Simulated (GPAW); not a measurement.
A computed O K-edge spectrum of one site in a crystal of Ag, O and Pd, with its zero at a photon energy of about 525.1 eV (raw 533.9 eV, less 8.8 eV of added terms; LDA puts this hole about 4 eV below PBE, itself good to a few eV). Method: GPAW, LDA, excited-electron core hole (neutral cell) in a small cell, dipole transitions, broadening that rises with energy.

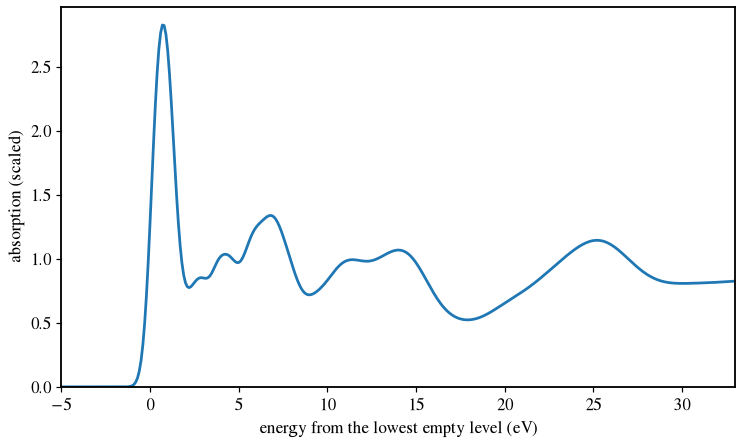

Energy from the lowest empty level; intensity scaled to a mean of 1 over the first 20 eV.

Q: Which coordination does this site have?

A K edge sees empty p states; the first features are O p mixed into the empty d states of the Pd neighbours, and the broad ones above probably into the cations' higher empty bands. It is atom 4 of Ag2PdO2 (Immm), with 2 Pd at 2.03 Å and 2 Ag at 2.28 Å (4-fold, site symmetry mm2). Its main maxima below 24 eV lie at 0.7 eV (2.82), 4.2 eV (1.04), 6.8 eV (1.34) and 14.0 eV (1.07). A near-edge spectrum doesn't fix the structure by itself; it is matched against candidates. The unit cell's mesh shows no gap over 0.35 eV. That is right for a metallic compound; for a small-gap or correlated insulator it would be the fault of the functional or of the assumed magnetic order, and the hole would be screened too well. The holes are only 5.5 Å apart, so the shape is probably not converged with cell size; no larger cell was run here. The mesh is coarse (0.31 Å⁻¹ between points), so small maxima may be mesh ripples. The structure is a published determination, not relaxed.

[Hosts, paths, dates, database ids (printed as entryN), source tags and the programs' standing remarks are cut or masked in the printed files.]

[Lists of maxima count a maximum above −3 eV only where it reaches 4 % of the highest in the window and stands out from its surroundings by 2 % of it (1.5 % where it reaches 55 %); shoulders and weaker maxima are passed over, and of the rest the first, up to two pre-edge ones and the few strongest are named.]
